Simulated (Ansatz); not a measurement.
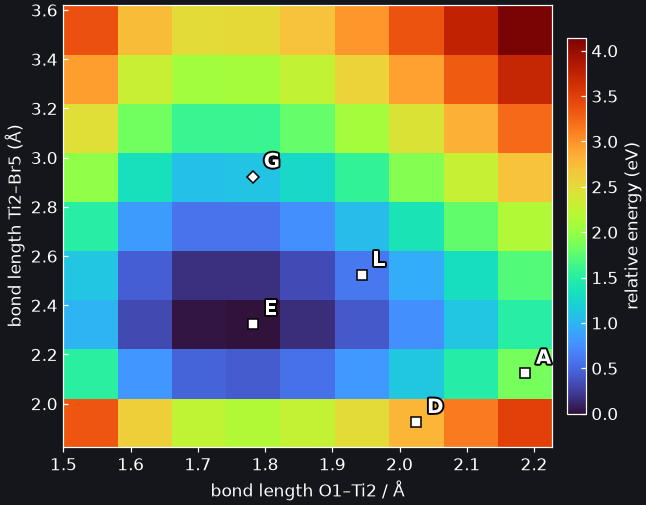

BrClFHOTi, SMILES [OH][Ti]([F])([Cl])[Br]. 
- The first coordinate is: bond length O1–Ti2; the second: bond length Ti2–Br5.
- Nothing is relaxed (all other coordinates rigid).
- The grid has 9 × 9 points.
- All energies are given in eV relative to the lowest grid point.
- The reference is spin-restricted, which grows unreliable where a bond is stretched far.
- The calculation used RKS r2SCAN-D4/def2-SVP in Ansatz.

Drawn: one coloured cell a grid point, lettered points.

**What kind of point is each of E, G, L: minimum, saddle, maximum or slope?**

E: minimum; G: on a slope; L: on a slope. (In these two coordinates alone; a stationary point may lie a little off the grid point.)

**Rank the lettered points by energy, lowest first.**

E (0.00 eV), L (0.60 eV), G (1.09 eV), A (1.85 eV), D (2.79 eV).
